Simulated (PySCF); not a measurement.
# SiH3O (SMILES O[SiH2]) at UM06-2X/STO-3G

What is the vertical doublet–quartet gap of SiH3O at UM06-2X/STO-3G? The job is set up through a Python script.

The calculation is run with PySCF 2.14.0.

10 further runs of the same task are left out: 10 set aside as unsound or not needed.

### 1 Starting point

SiH3O: 5 atoms, total charge 0, spin state doublet. As SMILES, `O[SiH2]`. Geometry: relaxed at GFN2-xTB. This is one conformer, not always the lowest.

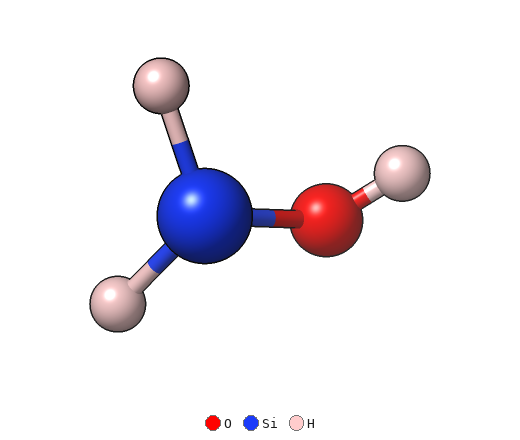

The structure, seen from a chosen angle (oxygen red, silicon blue, hydrogen pink).

### 2 The energy at UM06-2X/STO-3G

File input.py:

```python
# O[SiH2]
from pyscf import gto, dft

mol = gto.M(
    atom='''
O      1.053163    -0.819688     1.508871
Si     0.003647     0.646192    -1.009000
H      1.371355    -2.590172     1.539749
H     -2.352369    -0.479197    -1.891162
H     -0.075797     3.242846    -0.148457
''',
    max_memory=1860,
    unit='bohr',
    verbose=3,
    basis='sto-3g',
    spin=1,
)

mf = dft.UKS(mol, xc='m06-2x')
mf.conv_tol = 1e-10
mf.grids.level = 5
mf.kernel()
if not mf.converged:
    mf = mf.newton().run(mf.mo_coeff, mf.mo_occ)

energy = mf.e_tot
print(f'total energy: {energy:.8f} hartree')
```

On the command line:

```
OMP_NUM_THREADS=1 python input.py
```

The log of the run:

```text
WARN: HOMO -0.0839300685766369 >= LUMO -0.0839300685766368

converged SCF energy = -362.02983713611  <S^2> = 0.75083444  2S+1 = 2.0008343
total energy: -362.02983714 hartree
```

Wall time 5.1 s (1 thread of Arm Neoverse V2, shared host); peak memory 0.21 GiB.

### 3 The quartet

File job.py:

```python
from pyscf import gto, dft

mol = gto.M(
    atom='''
O        0.557310      -0.433760       0.798460
Si       0.001930       0.341950      -0.533940
H        0.725690      -1.370660       0.814800
H       -1.244820      -0.253580      -1.000760
H       -0.040110       1.716040      -0.078560
''',
    spin=3,
    max_memory=1860,
    basis='sto-3g',
    verbose=3,
)

mf = dft.UKS(mol, xc='m06-2x')
mf.conv_tol = 1e-10
mf.grids.level = 5
mf.kernel()
if not mf.converged:
    mf = mf.newton().run(mf.mo_coeff, mf.mo_occ)

etot = mf.e_tot
print('Final energy', etot)
```

On the command line:

```
OMP_NUM_THREADS=1 python job.py
```

The log of the run:

```text
WARN: HOMO 0.199048999347819 >= LUMO -0.360005238231783

WARN: HOMO 0.281313836401307 >= LUMO 0.097202117885939

WARN: HOMO 0.222262204373565 >= LUMO -0.060219299072096

WARN: HOMO 0.152082578803613 >= LUMO -0.0346624384902882

WARN: HOMO 0.137457578887938 >= LUMO -0.0226060095924047

WARN: HOMO 0.127911597744033 >= LUMO -0.00973368385373619

WARN: HOMO 0.129170168957389 >= LUMO -0.00771625893097772

WARN: HOMO 0.126842481648182 >= LUMO -0.00645622586134598

WARN: HOMO 0.125772552514955 >= LUMO -0.00419364423460644

WARN: HOMO 0.125658593481491 >= LUMO -0.00595219292764471

WARN: HOMO 0.125532709844639 >= LUMO -0.00646039467186266

WARN: HOMO 0.125540674313978 >= LUMO -0.00656151400393756

WARN: HOMO 0.1255412467041 >= LUMO -0.00653977411343487

WARN: HOMO 0.125544806874415 >= LUMO -0.006552861389722

WARN: HOMO 0.125544975547453 >= LUMO -0.0065550761409735

WARN: HOMO 0.12554498056968 >= LUMO -0.00655416951799803

converged SCF energy = -361.670002662215  <S^2> = 3.751258  2S+1 = 4.0006289
Final energy -361.67000266221527
```

Run time: 6.9 s. Hardware: 1 thread of Arm Neoverse V2, shared host; peak memory 0.21 GiB.

### 4 What came out

Level: UM06-2X/STO-3G.

| quantity | value |
| --- | --- |
| doublet: total energy | -362.02984 Eh |
| doublet: dipole moment | 1.41 D |
| doublet: HOMO energy (highest over α and β) | -3.16 eV |
| doublet: LUMO energy (lowest over α and β) | 3.24 eV |
| doublet: ⟨S²⟩ | 0.751 |
| quartet: total energy | -361.67000 Eh |
| quartet: dipole moment | 1.52 D |
| quartet: ⟨S²⟩ | 3.751 |
| vertical energy of the quartet above the doublet | 9.792 eV |

In words: At this shape the quartet lies 9.79 eV (945 kJ/mol) above the doublet. In a minimal basis such a difference can be off by several eV, whatever the method. Mulliken charges (doublet) run from -0.44 on O1 to +0.54 on Si2.
